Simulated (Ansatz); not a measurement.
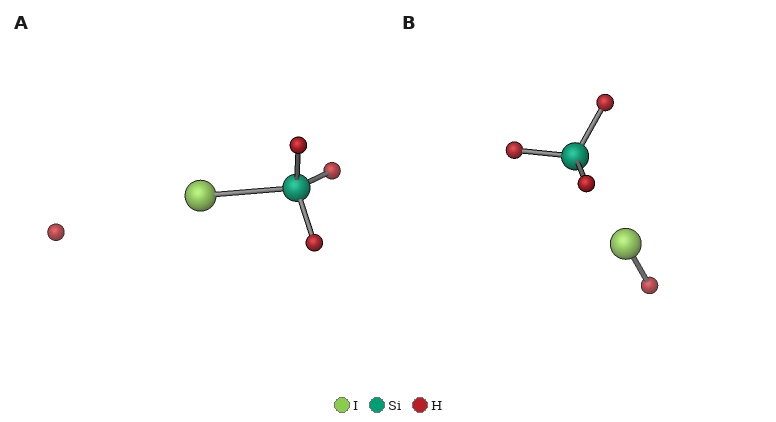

2 stationary structures of one formula. Charge 0, doublet. Geometries: PBE0-D4/def2-TZVP. Electronic energies: PBE-QIDH (frozen core)/def2-TZVPP (Ansatz 0.2.0), without zero-point energy. No frequency run is at hand to confirm each as a minimum.

### Which is lowest in energy, and by how much?

A is lowest; B lies 0.150 eV above it (a minimum).
